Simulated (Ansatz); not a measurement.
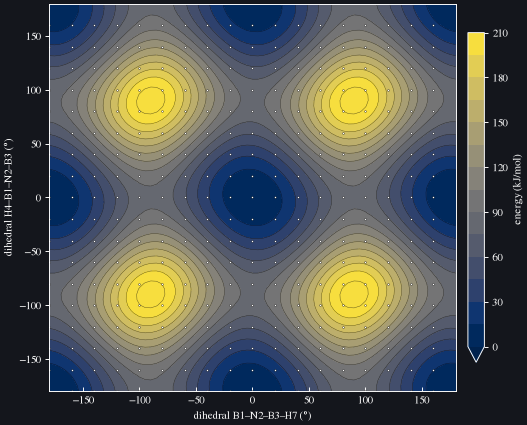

B₂H₅N, SMILES BNB. The first coordinate is: dihedral B1–N2–B3–H7; the second: dihedral H4–B1–N2–B3. Nothing is relaxed (all other coordinates rigid). Grid: 18 × 18 points; 91 points were computed and 233 follow by symmetry. Points are written as (first, second). Energies: kJ/mol, counted from the lowest grid point. This map comes from RHF/def2-TZVP in Ansatz 0.2.0.

Drawn: filled contours, dots at the grid points. Between grid points the surface is interpolated.

The lowest grid point is at (−180°, 0°); the map holds 4 wells of about this depth. The highest grid point, (−80°, 100°), lies 210 kJ/mol above the lowest. On the interpolated surface the easiest way out of the lowest well to a well of about the same depth near (−180°, −180°) passes a barrier of about 86 kJ/mol. Round the minimum the two coordinates are weakly coupled (coupling 0.13 in units of the two stiffnesses).

The level of theory is changed to Ansatz, RKS CAM-B3LYP-D4/def2-TZVP; with it change the reference geometry, relaxed at the new level; the new grid has 12 × 12 points, laid about the new relaxed structure.

### How does the landscape change?

The lowest place stays at (−180°, 0°). The span from the lowest to the highest grid point grows from 210 to 235 kJ/mol. The easiest pass out of the lowest well stays at about 86 kJ/mol.

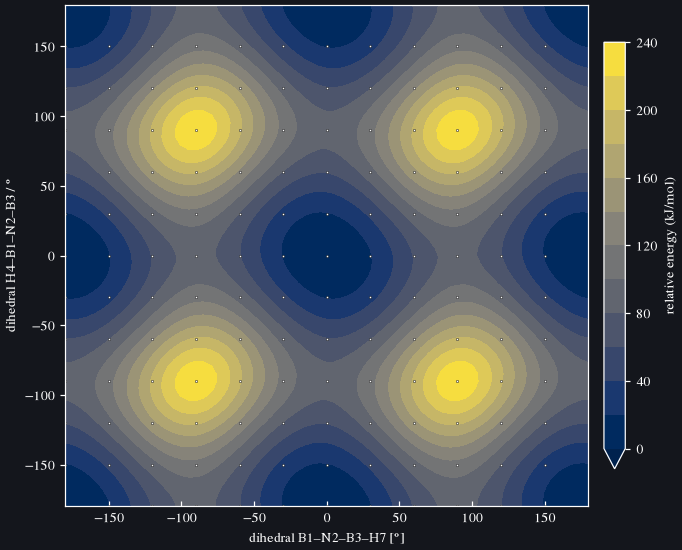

The map after the change, on a colour scale of its own. The picture shows filled contours, dots at the grid points. Between grid points the surface is interpolated.
